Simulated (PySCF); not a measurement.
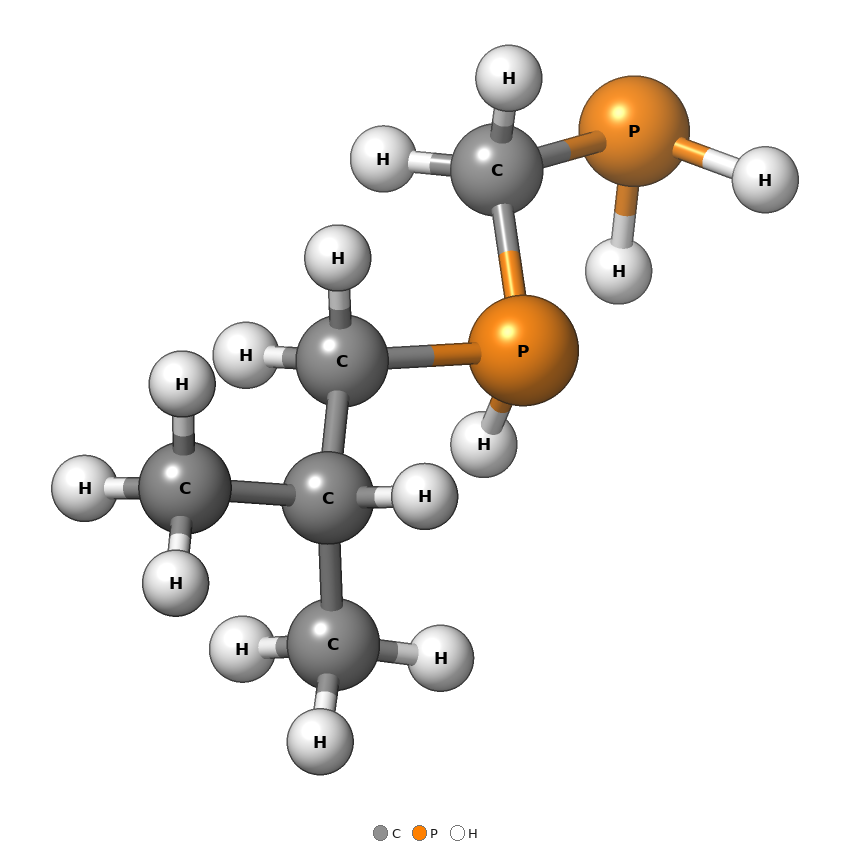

Ball-and-stick drawing of a structure.

The geometry was computed by an optimisation with PBE0-D3(BJ)/def2-SVP. No frequency run is at hand to confirm it as a minimum.

Question: Give the formula.

Answer: C5H14P2, 21 atoms: 5 carbon, 14 hydrogen and 2 phosphorus.

Question: Does it have rings?

Answer: It has no ring.

Question: Count the bonded pairs by element.

Answer: 11 C–H, 3 C–C, 3 C–P, 3 P–H.

More results for the same structure follow; atom numbers are the same in all pictures, views and colours differ.

### Shape

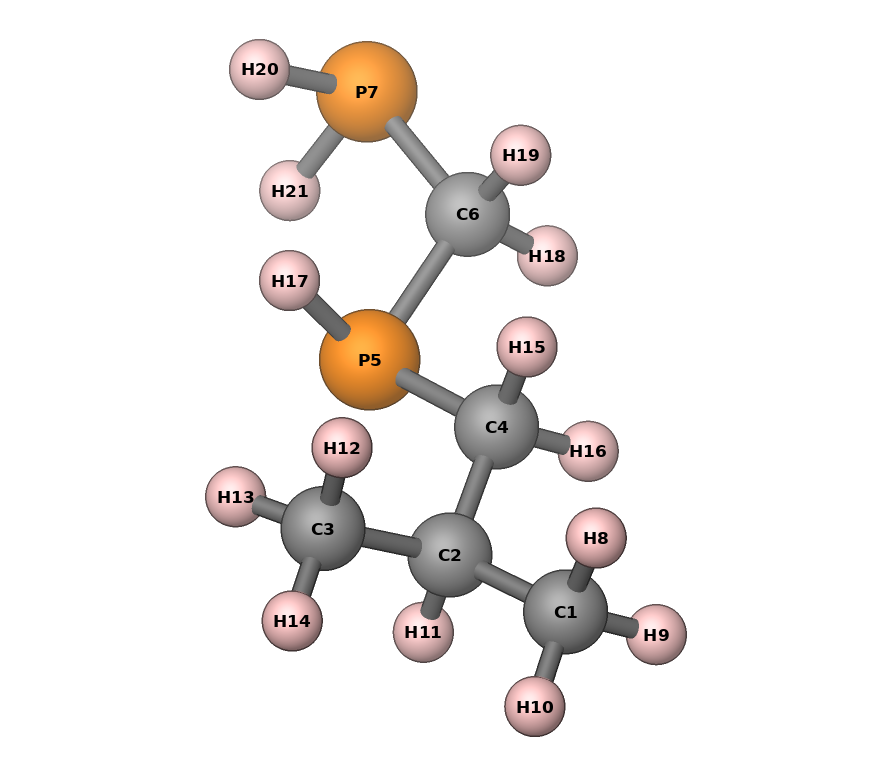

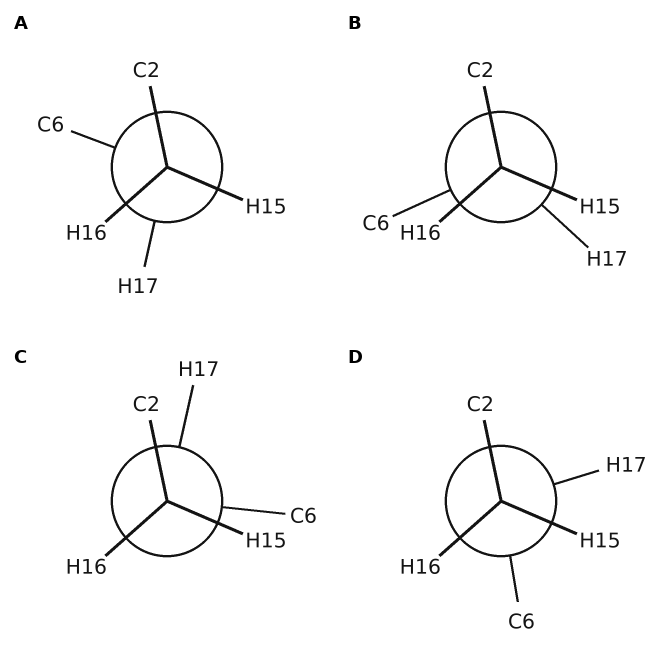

Atoms fade into the background with distance from the viewer. Bonds that would overlap in a projection are set slightly apart. No frequency run is at hand to confirm it as a minimum.

Question: Which Newman projection shows the view along C4–P5, with C4 in front?

Answer: D. The torsion angle C2–C4–P5–C6 is −178°, antiperiplanar (anti).

### Bond orders

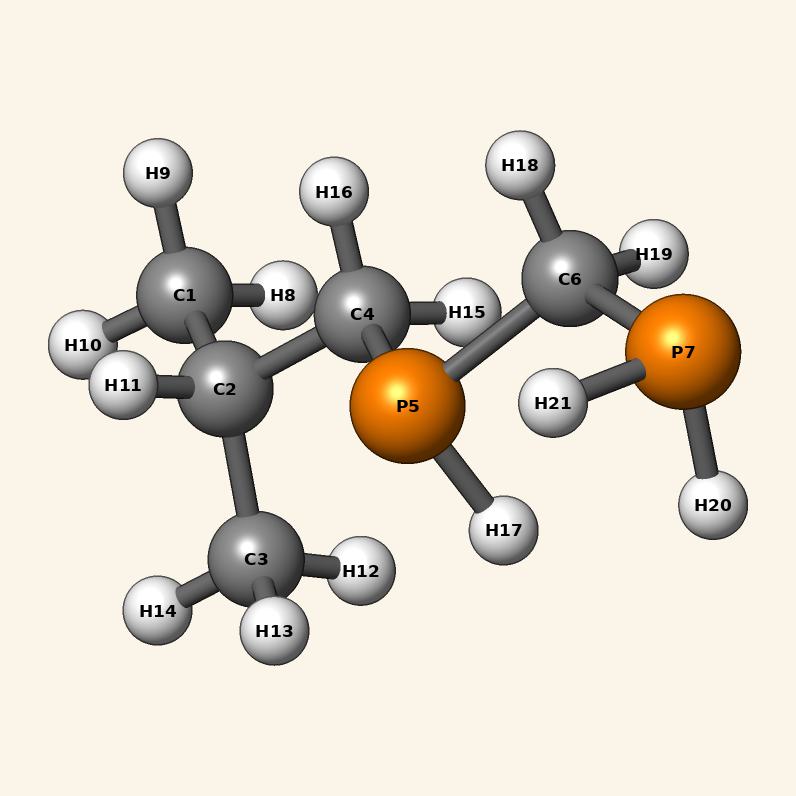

Every bond is drawn as one stick. No frequency run is at hand to confirm it as a minimum. Computed with PBE0/pcSseg-1 in benzene (IEF-PCM) (PySCF 2.14.0).

List the Mayer bond orders of C1–C2, C2–C3, C2–C4, C4–P5, P5–C6, C6–P7 (bonds between heavy atoms, one of each equivalent set).

```tsv
bond	Mayer order	length (Å)
C1–C2	1.04	1.525
C2–C3	1.02	1.525
C2–C4	0.99	1.531
C4–P5	0.96	1.865
P5–C6	0.94	1.857
C6–P7	0.97	1.862
```

### NMR shielding

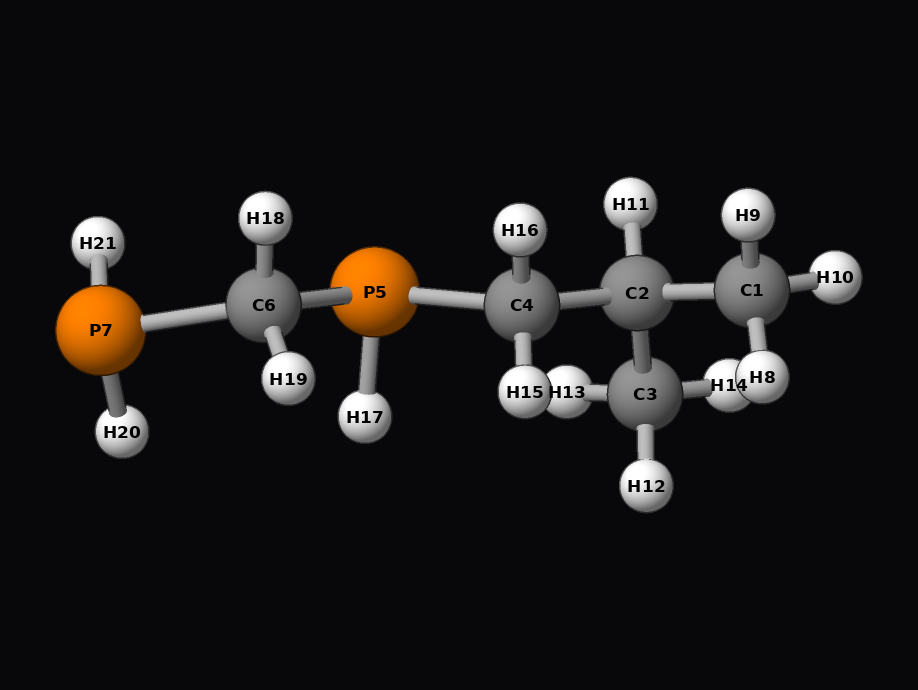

No frequency run is at hand to confirm it as a minimum. Properties computed with GIAO PBE0/pcSseg-1 NMR shielding, non-relativistic, IEF-PCM chloroform (PySCF 2.14.0). Principal shieldings σ11 ≤ σ22 ≤ σ33, span Ω = σ33 − σ11, skew κ = 3(σiso − σ22)/Ω.

Question: Which P atom has the most anisotropic shielding?

Answer: P7, with a span of 165 ppm.

Give the shielding tensors of the P atoms.

```tsv
atom	σ11	σ22	σ33	σiso	Ω	κ
P5	312.9	393.0	442.1	382.6	129.3	−0.24
P7	407.6	437.3	572.8	472.6	165.2	0.64
```

Shieldings and span in ppm.

### Polarisability

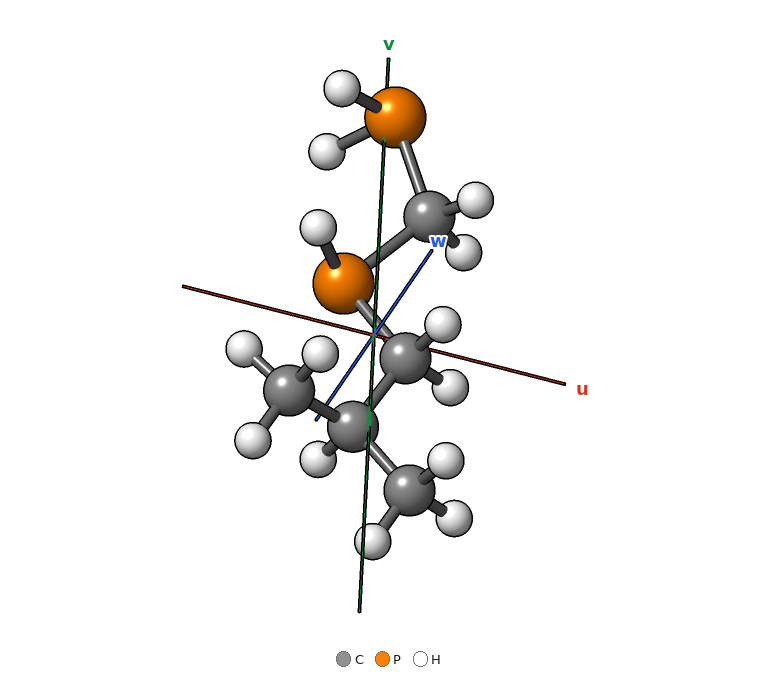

The lines u, v and w are the principal axes of the static dipole polarisability. No frequency run is at hand to confirm it as a minimum. Computed with ωB97X-D/def2-SVPD (PySCF 2.14.0).

Question: Along which axis is the molecule most polarisable, and along which least?

Answer: Most along v, least along w.

Question: Give the three principal values.

Answer: u 105.0, v 150.2, w 95.8 bohr³; mean 117.0, anisotropy 50.4 bohr³.
